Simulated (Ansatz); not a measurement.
# k-point convergence of GW for TiO2 (I4/m)

Aim: the G0W0 gap of TiO2 (I4/m) on a series of meshes, at fixed bands and cutoff.

Program: Ansatz 0.2.0. Level of theory: G0W0 on LDA, plane waves, PAW; PAW set soft_1. Results are calculated unless marked as measured.

## 1. The starting structure

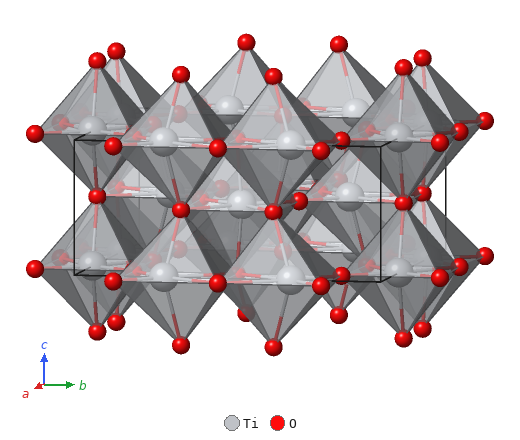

The cell as given, slightly off an axis (titanium light grey, oxygen red). This picture shows the conventional cell, with its axes. Some periodic images of atoms are drawn too.

The cell and positions are those that the Materials Project relaxed with its own functionals (PBE, PBE+U or r2SCAN), kept fixed. This is not the form that TiO2 usually takes at ambient conditions.

## 2. The 2×2×2 mesh

Now the one-shot GW correction: screening in the RPA, then the self-energy of the levels asked for. This step takes PAW set soft_1 files.

input.yaml reads:

```yaml
crystal:
  lattice:
    - [-4.3507577183, 4.3507577183, 1.8875555959]
    - [4.3507577183, -4.3507577183, 1.8875555959]
    - [4.3507577183, 4.3507577183, -1.8875555959]
  atoms:
    - { symbol: Ti, position: [0.2922817, 0.00285525, 0.29513695] }
    - { symbol: Ti, position: [0.00285525, 0.7077183, 0.71057354] }
    - { symbol: Ti, position: [0.99714475, 0.2922817, 0.28942646] }
    - { symbol: Ti, position: [0.7077183, 0.99714475, 0.70486305] }
    - { symbol: O, position: [0.49886382, 0.15078472, 0.64964854] }
    - { symbol: O, position: [0.16166201, 0.8403974, 0.00205942] }
    - { symbol: O, position: [0.15078471, 0.50113618, 0.65192089] }
    - { symbol: O, position: [0.15960259, 0.16166201, 0.32126461] }
    - { symbol: O, position: [0.8403974, 0.83833799, 0.67873539] }
    - { symbol: O, position: [0.84921528, 0.49886382, 0.34807911] }
    - { symbol: O, position: [0.83833799, 0.15960259, 0.99794058] }
    - { symbol: O, position: [0.50113618, 0.84921529, 0.35035146] }
kpoints:
  mp_grid: { grid: [2, 2, 2] }
hamiltonian:
  xc: lda
  pseudopotentials: { kind: paw, azcp: { folder: soft_1 }, xc_functional: pbe }
scf:
  occupations: { method: fixed }
gw:
  n_empty_bands: 324
  ecut_chi: 100
  qp_bands: [v4, c4]
  qp_kpoints: band_edges
  screening: { model: contour_deformation }
```

On the command line:

```console
> ansatz run input.yaml --threads 2 --pin off --max-ram 92160MiB --backend cuda --events-out ev --progress --plain --runs-dir out --devices 1 --max-vram 13GiB
```

Numbers of over 12 decimals in the logs are rounded to 6 here.

Output:

```text
GPUs: using 1 of 1 available (devices: 1).
Engine: ansatz 0.2.0, x86_64-unknown-linux-gnu
Pseudopotentials: kind: paw
Pseudopotential: Ti, paw, valence charge 12, recommended cutoff 420 eV (normal), soft_1/Ti.paw.azcp
Pseudopotential: O, paw, valence charge 6, recommended cutoff 420 eV (normal), soft_1/O.paw.azcp
Functional definition: SPW92
  exchange = slater_x
  correlation = pw_c
device memory: the entry about to start is reckoned to put 2.8 GiB on a device that reports 39.2 GiB free (of which the cap on the GPU budget leaves the run 13.0 GiB)
GPU FFT provider: cuFFT
GPU libraries: cuBLAS 13.8.2, cuFFT 12.4.0, cuSOLVER 12.3.4
Crystal: 12 atoms, lattice volume = 142.919 Å³
Basis set: ecut = 420 eV, 2795 PW (Γ)
Bands: 60, of which v1, the nominal top of the filled ones, is band 48 counted from 1 (47 counted from 0)
Symmetry: 8 space group operations
Space group: I4/m (ITA 87), of the structure as read, at distance tolerance 5.2e-5 Å
k-points: 4 of 8
Non-local potential: Ti, projectors of the file, l = 0: 3, l = 1: 2, l = 2: 3, l = 3: 1
Non-local potential: O, projectors of the file, l = 0: 2, l = 1: 2, l = 2: 1
PAW form: soft (Blöchl's): semilocal exchange-correlation on the pseudo side does not see the compensation charge
PAW frozen core: Ti, regenerated for the run's functional, and the local potential with it (the file was generated under x = pbe(κ = 0.804, μ = 0.219515), c = pbe(β = 0.066725))
PAW frozen core: O, regenerated for the run's functional, and the local potential with it (the file was generated under x = pbe(κ = 0.804, μ = 0.219515), c = pbe(β = 0.066725))
PAW one-centre angular grid: Ti, 590 points (default); XC on 64 Gauss nodes
PAW one-centre angular grid: O, 110 points (default); XC on 64 Gauss nodes
Initial density: superposition of atomic densities (chi_scale 0.1, normalization cell, long waves kept (reshape's long-wave potential 0.09 eV rms))
Initial wavefunctions: pseudopotential atomic-orbital guess
GPU buffer pool allocated for 91125 grid points (all kernels)
GPU transforms: local potential and band sums: pruned to the plane-wave sphere, on 45×45×45
Functional: x = slater, c = lda
SCF iter   1: F=—  HF=-14261.586253 eV  |F-HF|=—  |Δ(HF+E_count)|=         —  Δρ=4.91e-2  dr2=4.20e0  ethr=3.10e-3  ⟨swp⟩=3.2  Hψ=718  notcnv=0  defer=33
preconditioner: auto → Resta (q_TF=auto, 2.553 Å⁻¹)  ε∞=7.5  [insulator: Δε(μ)=1.144 eV  Ē_g=9.719 eV  n_scr=44 (ndim 8)  ℏωp=24.8 eV  f_vac=0.049  ε∞_Penn≈7.5]
SCF iter   2: F=—  HF=-14260.999516 eV  |F-HF|=—  |Δ(HF+E_count)|=   5.87e-1  Δρ=2.93e-2  dr2=1.47e0  ethr=3.10e-3  ⟨swp⟩=2.8  Hψ=393  notcnv=0  defer=32
SCF iter   3: F=—  HF=-14260.766578 eV  |F-HF|=—  |Δ(HF+E_count)|=   2.33e-1  Δρ=2.51e-2  dr2=1.09e0  ethr=1.53e-3  ⟨swp⟩=2.0  Hψ=355  notcnv=0  defer=26
SCF iter   4: F=—  HF=-14260.599902 eV  |F-HF|=—  |Δ(HF+E_count)|=   1.67e-1  Δρ=5.99e-3  dr2=8.36e-2  ethr=1.13e-3  ⟨swp⟩=2.2  Hψ=340  notcnv=0  defer=35
SCF iter   5: F=—  HF=-14260.594764 eV  |F-HF|=—  |Δ(HF+E_count)|=   5.14e-3  Δρ=5.55e-3  dr2=5.15e-2  ethr=8.71e-5  ⟨swp⟩=2.0  Hψ=354  notcnv=0  defer=35
SCF iter   6: F=—  HF=-14260.590186 eV  |F-HF|=—  |Δ(HF+E_count)|=   4.58e-3  Δρ=1.57e-3  dr2=6.07e-3  ethr=5.36e-5  ⟨swp⟩=2.0  Hψ=334  notcnv=0  defer=39
SCF iter   7: F=—  HF=-14260.592084 eV  |F-HF|=—  |Δ(HF+E_count)|=   1.90e-3  Δρ=4.65e-4  dr2=4.43e-4  ethr=6.32e-6  ⟨swp⟩=2.0  Hψ=314  notcnv=0  defer=38
SCF iter   8: F=—  HF=-14260.592438 eV  |F-HF|=—  |Δ(HF+E_count)|=   3.54e-4  Δρ=2.28e-4  dr2=9.49e-5  ethr=4.61e-7  ⟨swp⟩=2.0  Hψ=330  notcnv=0  defer=20
SCF iter   9: F=—  HF=-14260.592450 eV  |F-HF|=—  |Δ(HF+E_count)|=   1.16e-5  Δρ=3.73e-5  dr2=2.02e-6  ethr=9.89e-8  ⟨swp⟩=2.0  Hψ=345  notcnv=0  defer=19
SCF iter  10: F=—  HF=-14260.592450 eV  |F-HF|=—  |Δ(HF+E_count)|=   3.86e-7  Δρ=1.07e-5  dr2=1.60e-7  ethr=2.11e-9  ⟨swp⟩=2.0  Hψ=394  notcnv=0  defer=19
[...]
NSCF: frozen V_eff on 4 k-points
[...]
device memory: the entry about to start is reckoned to put 3.0 GiB on a device that reports 39.2 GiB free (of which the cap on the GPU budget leaves the run 13.0 GiB)
NSCF: frozen V_eff on 4 k-points
G₀W₀ screening: q 1/4
[... further progress lines ...]
device memory: the entry about to start is reckoned to put 1.2 GiB on a device that reports 36.3 GiB free (of which the cap on the GPU budget leaves the run 13.0 GiB)
NSCF: frozen V_eff on 1 k-points
device memory: the entry about to start is reckoned to put 1.2 GiB on a device that reports 36.3 GiB free (of which the cap on the GPU budget leaves the run 13.0 GiB)
NSCF: frozen V_eff on 1 k-points
SCF converged after 11 iterations
Free energy (F): -14260.592450 eV
Harris-Foulkes:  -14260.592450 eV  (|F-HF|=2.03e-9)
Internal energy: -14260.592450 eV  (E = F + TS)
E sigma→0 (E₀):  -14260.592450 eV
Fermi energy:    6.380710 eV
--- Per-component energies (eV) ---
  E_band       = -994.522336
  E_kinetic    = 2449.963215
  E_local      = -8205.301266  (includes V_loc(G=0)·N_el)
  E_nonlocal   = 681.238037
  E_hartree    = 3211.320602
  E_xc         = -1022.873669
  E_vxc        = -1303.186618  (∫ρ·V_xc dr)
  E_paw        = -5179.722136  (= ΣΔE_a)
  E_vpaw       = -1039.880063  (= ΣTr[D̂ρ^β])
  E_aug_tail   = 0.006011  (compensation charges beyond the density's cutoff)
  E_ewald      = -6197.302418
  E_core_change = 2.079174  (= ΣΔE_core)
  E_smearing   = -0.000000  (= −TS)
  E_closure    = 0.000000  (closes the sum)
  Σ components = -14260.592450   (vs F -14260.592450, Δ=0.00e0)
--- Band table (eV) ---
  k-point 0: bands = [... 44 lower, 5.3869, 5.3869, 5.4046, 5.6720, 7.9150, 9.3553, 9.3553, 9.4340, ... 8 higher]
  k-point 1: bands = [... 44 lower, 5.1523, 5.3953, 5.3995, 5.7048, 8.5963, 8.8550, 9.0748, 9.6291, ... 8 higher]
  k-point 2: bands = [... 44 lower, 5.5518, 5.6177, 5.6415, 5.9998, 9.1700, 9.5361, 9.6008, 9.6731, ... 8 higher]
  k-point 3: bands = [... 44 lower, 5.0862, 5.1642, 5.1642, 6.3807, 9.1922, 9.1922, 9.2384, 9.4378, ... 8 higher]
--- G₀W₀: contour deformation, 7 samples at zero and on the imaginary axis and 1 off it, 8 q-points, 324 empty bands' worth ---
  eigenvalues of the whole cell's RPA ε∞ on this k-mesh (on a slab, of 1 + 4πα/V) = 5.2864, 6.1153, 6.1153; static W/v taken at q = 0 is 0.176241
  gw.qp_kpoints: band_edges: 4 of 4 stored k-points solved, in 1 pass; an edge of the gap read off the rows below is read off those points alone
  `?` marks the rows in doubt; gw_qp.tsv's column doubts and the gw_qp event give each row's grounds
    ik  band        ε_KS         Σx   Σc(E_QP)       V_xc       Z   E_QP_lin       E_QP  E_QP is
     0    45      5.3869   -25.8946     4.7165   -21.0583  0.7175     5.2667     5.2670  root
     0    46      5.3869   -25.8946     4.7165   -21.0583  0.7175     5.2667     5.2670  root
     0    47      5.4046   -26.0187     4.8555   -21.0027  0.7197     5.2436     5.2441  root
     0    48      5.6720   -25.2182     4.7184   -20.3514  0.7086     5.5231     5.5236  root
     0    49      7.9150   -12.4116    -6.4233   -20.4924  0.7383     9.6400     9.5726  root
     0    50      9.3553   -13.9586    -6.6737   -22.2994  0.7146    11.1080    11.0224  root
     0    51      9.3553   -13.9586    -6.6737   -22.2994  0.7146    11.1080    11.0224  root
     0    52      9.4340   -14.1359    -7.0054   -22.8842  0.7132    11.2701    11.1769  root
     1    45      5.1523   -26.5242     4.7001   -21.7382  0.7187     5.0663     5.0665  root
     1    46      5.3953   -25.2834     4.5335   -20.6399  0.7116     5.2850     5.2853  root
     1    47      5.3995   -25.9850     4.7114   -21.1620  0.7176     5.2877     5.2880  root
     1    48      5.7048   -25.1524     4.5675   -20.4711  0.7077     5.5907     5.5910  root
     1    49      8.5963   -13.1282    -6.2904   -21.0406  0.7287    10.2868    10.2183  root
     1    50      8.8550   -13.3103    -6.9809   -22.0176  0.7197    10.6700    10.5814  root
[...]
1    52      9.6291   -13.6001    -7.4381   -22.7855  0.7057    11.4806    11.3763  root ?
[...]
3    47      5.1642   -25.2626     4.8483   -20.2307  0.7124     4.9798     4.9806  root
     3    48      6.3807   -25.8915     4.5598   -21.2554  0.7143     6.3044     6.3045  root
     3    49      9.1922   -13.1843    -7.1595   -22.0673  0.7150    11.0093    10.9157  root
     3    50      9.1922   -13.1843    -7.1595   -22.0673  0.7150    11.0093    10.9157  root
     3    51      9.2384   -13.7043    -6.3055   -21.6434  0.7249    10.9449    10.8720  root
     3    52      9.4378   -13.5503    -7.6082   -22.9383  0.7049    11.3269    11.2176  root ?
```

Run time: 12 s. Hardware: 1 × NVIDIA H100 80GB HBM3 (shared by 6 runs) with 2 threads of AMD EPYC 7R13 (Zen 3), shared host; peak memory 1.2 GiB.

Numbers from this step:

| Quantity | Value |
| --- | --- |
| bands summed | 372 |
| RPA ε∞ on this mesh (eigenvalues) | 5.286, 6.115, 6.115 |
| plane waves in the screening matrix | 331 |
| q-points in the mesh | 8 |
| G0W0 gap on the mesh | 3.268 eV |
| k of the valence top | -0.5, -0.5, -0.5 |
| k of the conduction bottom | 0, 0, 0 |
| starting gap on the mesh | 1.534 eV |
| Z at the valence top | 0.7143 |
| Z at the conduction bottom | 0.7383 |
| least direct G0W0 gap on the computed points | 4.049 eV |

The gap on the mesh goes from 1.53 eV to 3.27 eV, a correction of +1.73 eV. Between the two edge states, bare exchange in place of the xc potential would open the gap by 12.72 eV, and correlation takes back 10.98 eV.

## 3. The 4×4×4 mesh

A second mesh at equal bands and cutoff isolates the sampling error.

Changes to input.yaml since step 2:

```diff
@@ -19,3 +19,3 @@
 kpoints:
-  mp_grid: { grid: [2, 2, 2] }
+  mp_grid: { grid: [4, 4, 4] }
 hamiltonian:
```

Output:

```text
GPUs: using 1 of 1 available (devices: 1).
[...]
GPU FFT provider: cuFFT
GPU libraries: cuBLAS 13.8.2, cuFFT 12.4.0, cuSOLVER 12.3.4
Crystal: 12 atoms, lattice volume = 142.919 Å³
Basis set: ecut = 420 eV, 2795 PW (Γ)
Bands: 60, of which v1, the nominal top of the filled ones, is band 48 counted from 1 (47 counted from 0)
Symmetry: 8 space group operations
[...]
k-points: 14 of 64
[...]
GPU buffer pool allocated for 91125 grid points (all kernels)
[...]
SCF iter   1: F=—  HF=-14261.271789 eV  |F-HF|=—  |Δ(HF+E_count)|=         —  Δρ=5.03e-2  dr2=4.39e0  ethr=3.10e-3  ⟨swp⟩=3.2  Hψ=2533  notcnv=0  defer=114
[...]
SCF iter  11: F=-14260.244539 eV  HF=-14260.244539 eV  |F-HF|=8.04e-10  |Δ(HF+E_count)|=   3.36e-8  Δρ=3.49e-6  dr2=1.62e-8  ethr=1.04e-10  ⟨swp⟩=9.7  Hψ=2664  notcnv=0
SCF 1 converged in 11 iterations: F = -14260.244539 eV  dr2 = 1.62e-8
[...]
0    45      5.4350   -25.7513     4.6590   -21.0295  0.7190     5.3722     5.3723  root
     0    46      5.4350   -25.7513     4.6590   -21.0295  0.7190     5.3722     5.3723  root
     0    47      5.4396   -25.6655     4.6102   -20.9715  0.7238     5.3557     5.3559  root
     0    48      5.6661   -25.1664     4.6840   -20.3567  0.7107     5.5401     5.5404  root
     0    49      7.8988   -12.6245    -6.2409   -20.5081  0.7435     9.5927     9.5415  root
     0    50      9.3432   -14.1253    -6.5477   -22.3172  0.7180    11.0563    10.9874  root
     0    51      9.3432   -14.1253    -6.5477   -22.3172  0.7180    11.0563    10.9874  root
     0    52      9.4066   -14.1387    -7.0200   -22.8960  0.7144    11.2245    11.1440  root
[...]
13    49      9.1695   -13.2723    -7.0895   -22.0760  0.7181    10.9611    10.8837  root
    13    50      9.1695   -13.2723    -7.0895   -22.0760  0.7181    10.9611    10.8837  root
    13    51      9.2207   -13.7300    -6.2989   -21.6540  0.7264    10.9080    10.8457  root
    13    52      9.4164   -13.6432    -7.5331   -22.9470  0.7087    11.2791    11.1872  root
[key lines of the parts left out:]
SCF converged after 11 iterations
Free energy (F): -14260.244539 eV
Fermi energy:    6.372895 eV
```

Run time: 33 s. Hardware: 1 × NVIDIA H100 80GB HBM3 (shared by 6 runs) with 2 threads; peak memory 1.6 GiB.

This step gave:

```yaml
bands_summed: 372
rpa_eps_infinity_on_this_mesh_eigenvalues: 6.166, 6.166, 6.270
plane_waves_in_the_screening_matrix: 331
q_points_in_the_mesh: 64
g0w0_gap_on_the_mesh: 3.220 eV
k_of_the_valence_top: -0.5, -0.5, -0.5
k_of_the_conduction_bottom: 0, 0, 0
starting_gap_on_the_mesh: 1.526 eV
z_at_the_valence_top: 0.7170
z_at_the_conduction_bottom: 0.7435
least_direct_g0w0_gap_on_the_computed_points: 4.001 eV
```

Against the run with 2×2×2 mesh, 324 empty bands, screening to 100 eV, PAW set soft_1 files, the gap moves by −0.05 eV.

## 4. The 6×6×6 mesh

Changes to input.yaml since step 3:

```diff
@@ -19,3 +19,3 @@
 kpoints:
-  mp_grid: { grid: [4, 4, 4] }
+  mp_grid: { grid: [6, 6, 6] }
 hamiltonian:
```

Output:

```text
GPUs: using 1 of 1 available (devices: 1).
[...]
GPU FFT provider: cuFFT
GPU libraries: cuBLAS 13.8.2, cuFFT 12.4.0, cuSOLVER 12.3.4
Crystal: 12 atoms, lattice volume = 142.919 Å³
Basis set: ecut = 420 eV, 2795 PW (Γ)
Bands: 60, of which v1, the nominal top of the filled ones, is band 48 counted from 1 (47 counted from 0)
Symmetry: 8 space group operations
[...]
k-points: 36 of 216
[...]
0    52      9.4082   -14.1377    -7.0161   -22.8953  0.7147    11.2300    11.1497  root
[...]
35    49      9.1711   -13.2818    -7.0776   -22.0755  0.7187    10.9634    10.8871  root
    35    50      9.1711   -13.2818    -7.0776   -22.0755  0.7187    10.9634    10.8871  root
    35    51      9.2219   -13.7293    -6.2945   -21.6533  0.7267    10.9132    10.8515  root
    35    52      9.4181   -13.6478    -7.5271   -22.9466  0.7090    11.2811    11.1898  root
[key lines of the parts left out:]
SCF converged after 11 iterations
Free energy (F): -14260.253392 eV
Fermi energy:    6.373385 eV
```

It took 3.9 min on 1 × NVIDIA H100 80GB HBM3 (shared by 6 runs) with 2 threads; peak memory 2.7 GiB.

This step gave:

- bands summed: 372
- RPA ε∞ on this mesh (eigenvalues): 5.989, 6.171, 6.171
- plane waves in the screening matrix: 331
- G0W0 gap on the mesh: 3.223 eV
- k of the valence top: -0.5, -0.5, -0.5
- k of the conduction bottom: 0, 0, 0
- starting gap on the mesh: 1.527 eV
- least direct G0W0 gap on the computed points: 4.004 eV

Against the run with 4×4×4 mesh, 324 empty bands, screening to 100 eV, PAW set soft_1 files, the gap moves by +0.003 eV.

## 5. The meshes together

Times are wall times on 1 × NVIDIA H100 80GB HBM3 (shared by 6 runs) with 2 threads of AMD EPYC 7R13 (Zen 3), shared host, good to a factor of about two.

| mesh | points | irreducible | start (eV) | G0W0 (eV) | shift (eV) | RPA ε∞ (mean) | time |
| --- | --- | --- | --- | --- | --- | --- | --- |
| 2×2×2 | 8 | 4 | 1.534 | 3.268 | +1.734 | 5.84 | 12 s |
| 4×4×4 | 64 | 14 | 1.526 | 3.220 | +1.695 | 6.20 | 33 s |
| 6×6×6 | 216 | 36 | 1.527 | 3.223 | +1.697 | 6.11 | 3.9 min |

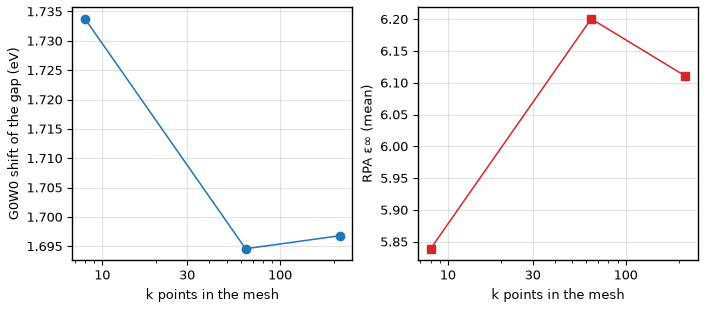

Shift and screening against the mesh.

## 6. Summary of results

| Property | Result |
| --- | --- |
| 2×2×2 | 3.268 eV (shift +1.734) |
| 4×4×4 | 3.220 eV (shift +1.695) |
| 6×6×6 | 3.223 eV (shift +1.697) |
| settings | LDA start, 324 empty bands, 100 eV |

**Reading.** The shift is +1.73 eV on 2×2×2 and +1.70 eV on 6×6×6; the last step moves it by +0.002 eV. The RPA ε∞ (mean) ranges from 5.84 to 6.20 and ends at 6.11. From 8 to 216 points the time grows 20-fold. Bands and cutoff are modest here, so the values stand off the basis limit.

[Paths, hosts, dates, memory and timing lines, banners, echoed tables and standing remarks are left out of the program output.]

[Logs are printed without paths, hosts, clocks, repeated set-up lines and the standing remarks that a program may print on its own settings, such as how far it seeks lower states.]

[Runs of the session that timed out or met a known fault of the program may be left out.]

[Cells called generated may have been cut or substituted from an entry of the Crystallography Open Database or the Materials Project.]

[Hosts, paths, dates, database ids (printed as entryN), source tags and the programs' standing remarks are cut or masked in the printed files.]
